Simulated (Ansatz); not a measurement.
**C2H6Si: a changed input and its effect**

System: C2H6Si.
Method of run A: RKS PBE0-D4/def2-TZVP (Ansatz 0.2.0).

The geometry comes from this level: PBE0-D4/def2-TZVP. Text and figures count atoms from 1; the logs count them from 0 in places.

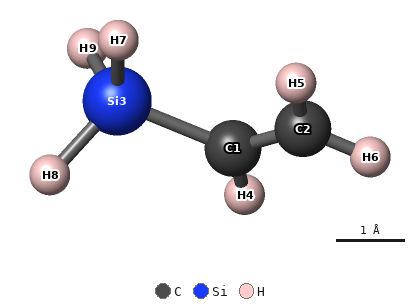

The input geometry (ball-and-stick view, seen at a tilt; atoms are numbered from 1 in the order of the input).

## Input file, run A
```yaml
crystal:
  periodic: [false, false, false]
  atoms:
    - {symbol: C, position_ang: [-0.382322, 0.126988, 0.609024]}
    - {symbol: C, position_ang: [0.532991, -0.461744, 1.373691]}
    - {symbol: Si, position_ang: [-0.219837, 0.276341, -1.237098]}
    - {symbol: H, position_ang: [-1.266731, 0.539263, 1.093002]}
    - {symbol: H, position_ang: [1.437341, -0.892892, 0.953240]}
    - {symbol: H, position_ang: [0.422704, -0.540679, 2.451781]}
    - {symbol: H, position_ang: [1.056721, -0.356065, -1.663005]}
    - {symbol: H, position_ang: [-0.225186, 1.704591, -1.655658]}
    - {symbol: H, position_ang: [-1.355681, -0.395791, -1.924988]}
basis:
  gaussian: {orbitals: def2-TZVP, initial_orbitals: start.molden}
hamiltonian: {xc: pbe0, dispersion: d4}
scf: {omitted_lower_state_checks: [starts]}
output: {orbitals: {seedname: orbitals}}
```

Command:
```bash
ansatz run in.yaml --threads 2 --pin off --events-out ev --progress --plain --max-ram 4352MiB
```

Hardware: 2 threads of AMD EPYC, 149 GiB of memory available, shared host.

## Output (run A)
```
Functional definition: PBE0
  parameter a = 0.25
  parameter kappa = 0.804
  parameter beta = 0.06672455060314922
  exchange = (1 - a)*pbe_x(kappa = kappa, mu = beta*pi^2/3) + a*exact_x
  correlation = pbe_c(beta = beta)
these checks for a lower state are left out or cut short: starts
892 factors; their error is unknown
mean field evaluation 1: about -10041.8525 eV, gradient 8.8e1 eV
mean field evaluation 2: about -10043.4214 eV, gradient 1.7e0 eV
mean field evaluation 4: about -10043.4576 eV, gradient 3.3e-1 eV
mean field evaluation 8: about -10043.4577 eV, gradient 1.1e-5 eV
mean field -10043.45773778 eV, -369.0902641634 hartree, gradient 1.1e-5 eV, S^2 0.000000; 0 other end points of the search recorded, 0 dependent functions left out
reference -10043.45776833 eV, -369.0902652861 hartree; 16, 16 occupied and 119, 119 virtual orbitals, 892 factors
Total energy: -10043.58039587 eV, -369.0947717648 hartree
Checks for a lower state left out: starts
```

For run B the input was changed thus:
```diff
-hamiltonian: {xc: pbe0, dispersion: d4}
+hamiltonian: {xc: r2scan, dispersion: d4}
```

Predict how the results change.

The total energies belong to different models, so their difference says nothing on which is more stable or more accurate. The HOMO goes from −8.01 to −7.11 eV. The LUMO goes from −0.48 to −1.28 eV.

## Output (run B)
```
Functional definition: r2SCAN
  parameter k0 = 0.174
  parameter k1 = 0.065
  parameter a1 = 4.9479
  exchange = r2scan_x(k0 = k0, k1 = k1, a1 = a1)
  correlation = r2scan_c
these checks for a lower state are left out or cut short: starts
876 factors; their error is unknown
mean field evaluation 1: about -10047.4121 eV, gradient 5.1e0 eV
mean field evaluation 2: about -10047.4371 eV, gradient 2.9e-2 eV
mean field evaluation 4: about -10047.4149 eV, gradient 1.8e-4 eV
mean field -10047.41494524 eV, -369.2356888551 hartree, gradient 9.1e-6 eV, S^2 0.000000; 0 other end points of the search recorded, 0 dependent functions left out
reference -10047.41495753 eV, -369.2356893067 hartree; 16, 16 occupied and 119, 119 virtual orbitals, 876 factors
Total energy: -10047.45011841 eV, -369.2369814454 hartree
Checks for a lower state left out: starts
```

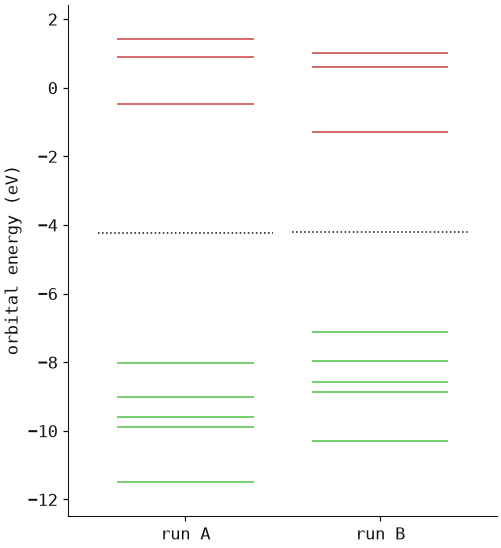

The five highest filled and three lowest empty orbital energies of the two runs; the dotted lines part filled from empty levels. The HOMO–LUMO gap is 7.54 eV in run A and 5.83 eV in run B.

## The two runs side by side

| quantity | run A | run B |
| --- | --- | --- |
| outcome | converged | converged |
| total energy (hartree) | −369.094772 | −369.236981 |
| HOMO (eV) | −8.01 | −7.11 |
| LUMO (eV) | −0.48 | −1.28 |
| basis functions | 135 | 135 |
| wall time (shared host) | 0.8 s | 1 s |
